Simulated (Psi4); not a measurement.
**CH2FNOSi (SMILES O=C=N[SiH2]F): HSE06/cc-pVDZ**

What is the energy change on altering one bond length of CH2FNOSi at HSE06/cc-pVDZ? 

The results are computed with Psi4 1.11.

2 further runs of the same task are left out: 2 set aside as unsound or not needed.

**1. The molecule**

CH2FNOSi: 7 atoms, total charge 0, spin state singlet. SMILES: `O=C=N[SiH2]F`. The coordinates come from a PBE0-D4/def2-TZVP relaxation. This is one conformer, not always the lowest.

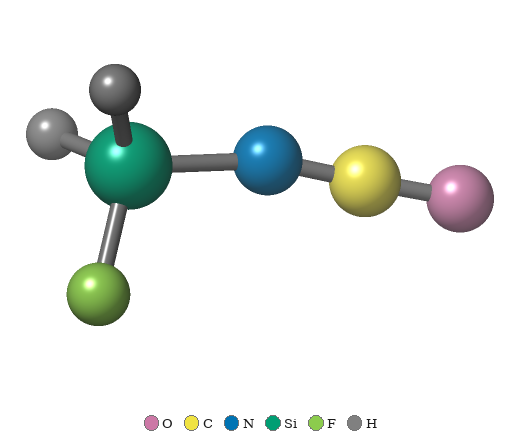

Viewed from a chosen angle; oxygen pink, carbon yellow, nitrogen blue, silicon teal, fluorine green, hydrogen grey.

**2. Energy and forces at HSE06/cc-pVDZ**

Contents of run.py:

```python
import psi4

psi4.set_memory(2200000000)
psi4.set_num_threads(1)
psi4.core.set_output_file('output.dat', False)

m = psi4.geometry("""
0 1
O     -1.08432485    -5.49532357    -1.04312882
C     -0.57995695    -3.43344340    -0.48395886
N     -0.03590480    -1.33452459     0.14380816
Si     0.40081091     1.82982181     0.35696926
F     -0.79406292     3.15773235    -2.06169120
H     -0.92653272     2.77846432     2.61689274
H      3.13562256     2.36896067     0.38493721
units bohr
symmetry c1
""")

psi4.set_options(dict(puream=True, e_convergence=1e-09, d_convergence=1e-08, scf_type='pk', dft_radial_points=99, dft_spherical_points=590))

result, w = psi4.gradient('hse06/cc-pVDZ', molecule=m, return_wfn=True)
print('gradient / Eh bohr^-1')
print(result.np.round(6))
print(f'energy = {w.energy():.10f} Eh')
```

Run with:

```
$ python run.py
```

output.dat:

```text
[...]
  Running in c1 symmetry.
[...]
  Nuclear repulsion =  204.922898997471236
[...]
  Multiplicity = 1
[...]
  Nalpha       = 23
  Nbeta        = 23
[...]
    Number of basis functions: 84
[...]
   @RKS iter   1:  -558.15684839121400   -3.01834e-01   8.53037e-03 ADIIS/DIIS
[...]
   @RKS iter  11:  -558.35484339987920   -7.61702e-12   7.75341e-09 DIIS
[...]
    Orbital Energies [Eh]
    ---------------------
    Doubly Occupied:
       1A    -66.337999     2A    -24.768008     3A    -19.261425
       4A    -14.404267     5A    -10.373713     6A     -5.395122
       7A     -3.731669     8A     -3.728944     9A     -3.726490
      10A     -1.214372    11A     -1.135561    12A     -0.961322
      13A     -0.648032    14A     -0.527276    15A     -0.508030
      16A     -0.482343    17A     -0.480692    18A     -0.454724
      19A     -0.454432    20A     -0.410138    21A     -0.364964
      22A     -0.320636    23A     -0.305302
[...]
  @RKS Final Energy:  -558.35484339987920
   => Energetics <=
    Nuclear Repulsion Energy =            204.9228989974712363
    One-Electron Energy =               -1177.3782047824179244
    Two-Electron Energy =                 454.7891185918894053
    DFT Exchange-Correlation Energy =     -40.6886562068219249
    Empirical Dispersion Energy =           0.0000000000000000
    VV10 Nonlocal Energy =                  0.0000000000000000
    Total Energy =                       -558.3548433998792007
[...]
 Multipole Moments:
 ------------------------------------------------------------------------------------
     Multipole            Electronic (a.u.)      Nuclear  (a.u.)        Total (a.u.)
 ------------------------------------------------------------------------------------
 L = 1.  Multiply by 2.5417464519 to convert [e a0] to [Debye]
 Dipole X            :         -1.3462359            1.6411834            0.2949475
 Dipole Y            :         -0.8043557            1.1609442            0.3565885
 Dipole Z            :         -2.3059661            2.7787097            0.4727436
 Magnitude           :                                                    0.6615406
[...]
  -Total Gradient:
     Atom            X                  Y                   Z
    ------   -----------------  -----------------  -----------------
       1        0.003243508775     0.013767112107     0.003498226096
       2        0.001007633891     0.002489906574     0.001436197023
       3       -0.002148174104    -0.001023020123    -0.003917816417
       4       -0.014346992862     0.003745113864    -0.026703707226
       5        0.014575858320    -0.016406990953     0.029536375363
       6        0.002392552112    -0.001638667668    -0.003918405774
       7       -0.004748616597    -0.000913543617     0.000023320649
[...]
```

The script printed:

```text
gradient / Eh bohr^-1
[[ 3.2440e-03  1.3767e-02  3.4980e-03]
 [ 1.0080e-03  2.4900e-03  1.4360e-03]
 [-2.1480e-03 -1.0230e-03 -3.9180e-03]
 [-1.4347e-02  3.7450e-03 -2.6704e-02]
 [ 1.4576e-02 -1.6407e-02  2.9536e-02]
 [ 2.3930e-03 -1.6390e-03 -3.9180e-03]
 [-4.7490e-03 -9.1400e-04  2.3000e-05]]
energy = -558.3548433999 Eh
```

Wall time 1.9 min (1 thread of Intel Xeon Platinum 8259CL at 2.50GHz (Skylake/Cascade Lake), shared host); peak memory 1.2 GiB.

**3. The distorted shape, same level**

Contents of job.dat:

```
memory 2200 mb

molecule m {
  0 1
  O     -0.707253    -3.453564    -0.699954
  C     -0.306900    -1.816900    -0.256100
  N     -0.019000    -0.706200     0.076100
  Si     0.212100     0.968300     0.188900
  F     -0.420200     1.671000    -1.091000
  H     -0.490300     1.470300     1.384800
  H      1.659300     1.253600     0.203700
  symmetry c1
}

set {
  puream true
  e_convergence 1e-09
  d_convergence 1e-08
  scf_type pk
  dft_radial_points 99
  dft_spherical_points 590
}

e, wfn = gradient('hse06/cc-pVDZ', return_wfn=True)
oeprop(wfn, 'WIBERG_LOWDIN_INDICES', 'LOWDIN_CHARGES', 'MAYER_INDICES')
print_variables()
```

Run with:

```
$ psi4 -i job.dat -o job.out -n 1
```

job.out:

```text
[...]
  Running in c1 symmetry.
[...]
  Nuclear repulsion =  192.249728400742271
[...]
  Multiplicity = 1
[...]
  Nalpha       = 23
  Nbeta        = 23
[...]
    Number of basis functions: 84
[...]
   @RKS iter   1:  -557.93732934184925   -6.97848e-01   8.95995e-03 ADIIS/DIIS
[...]
   @RKS iter  13:  -558.16422266090478   -1.59162e-12   2.09394e-09 DIIS
[...]
    Orbital Energies [Eh]
    ---------------------
    Doubly Occupied:
       1A    -66.368114     2A    -24.794118     3A    -19.236151
       4A    -14.463883     5A    -10.400059     6A     -5.426525
       7A     -3.763022     8A     -3.760474     9A     -3.757440
      10A     -1.239756    11A     -1.010108    12A     -0.887736
      13A     -0.693921    14A     -0.550568    15A     -0.492079
      16A     -0.487309    17A     -0.448924    18A     -0.439795
      19A     -0.430469    20A     -0.423605    21A     -0.370099
      22A     -0.269544    23A     -0.268392
[...]
  @RKS Final Energy:  -558.16422266090478
   => Energetics <=
    Nuclear Repulsion Energy =            192.2497284007422707
    One-Electron Energy =               -1151.8201147593058522
    Two-Electron Energy =                 441.8792962215768512
    DFT Exchange-Correlation Energy =     -40.4731325239180109
    Empirical Dispersion Energy =           0.0000000000000000
    VV10 Nonlocal Energy =                  0.0000000000000000
    Total Energy =                       -558.1642226609047839
[...]
 Multipole Moments:
 ------------------------------------------------------------------------------------
     Multipole            Electronic (a.u.)      Nuclear  (a.u.)        Total (a.u.)
 ------------------------------------------------------------------------------------
 L = 1.  Multiply by 2.5417464519 to convert [e a0] to [Debye]
 Dipole X            :         -1.0856126            1.6629529            0.5773402
 Dipole Y            :          0.3180070            1.2499390            1.5679460
 Dipole Z            :         -2.0289283            2.8028446            0.7739164
 Magnitude           :                                                    1.8413916
[...]
  -Total Gradient:
     Atom            X                  Y                   Z
    ------   -----------------  -----------------  -----------------
       1       -0.038234573108    -0.155673734069    -0.042506895223
       2        0.029566004470     0.125171116068     0.031921499198
       3        0.014463376801     0.065243796989     0.014822702348
       4       -0.018087821428    -0.026356404488    -0.028063956683
       5        0.013737248618    -0.011586919731     0.027123261580
       6        0.002602863594     0.001231191524    -0.003494731956
       7       -0.004057786284     0.001930484585     0.000186928528
[...]
```

It took 1.8 min on 1 thread of Intel Xeon Platinum 8259CL at 2.50GHz (Skylake/Cascade Lake), shared host; peak memory 1.2 GiB.

**4. Summary of results**

At HSE06/cc-pVDZ:

| quantity | value |
| --- | --- |
| first shape: total energy | -558.35484 Eh |
| first shape: dipole moment | 1.68 D |
| first shape: HOMO energy | -8.31 eV |
| first shape: LUMO energy | -0.33 eV |
| first shape: HOMO–LUMO gap | 7.98 eV |
| first shape: largest force on an atom | 1.892 eV/Å |
| distorted shape: total energy | -558.16422 Eh |
| distorted shape: dipole moment | 4.68 D |
| distorted shape: HOMO energy | -7.30 eV |
| distorted shape: LUMO energy | -2.15 eV |
| distorted shape: HOMO–LUMO gap | 5.15 eV |
| distorted shape: largest force on an atom | 8.528 eV/Å |
| energy change with the O1–C2 bond stretched from 1.162 to 1.742 Å | 5.187 eV |

What this shows: With the O1–C2 bond stretched from 1.162 to 1.742 Å the energy rises by 5.19 eV (120 kcal/mol). The first shape isn't relaxed at this level, so the change isn't measured from a minimum. The largest force (first shape) is 1.89 eV/Å: the shape isn't a stationary point for this species at this level.
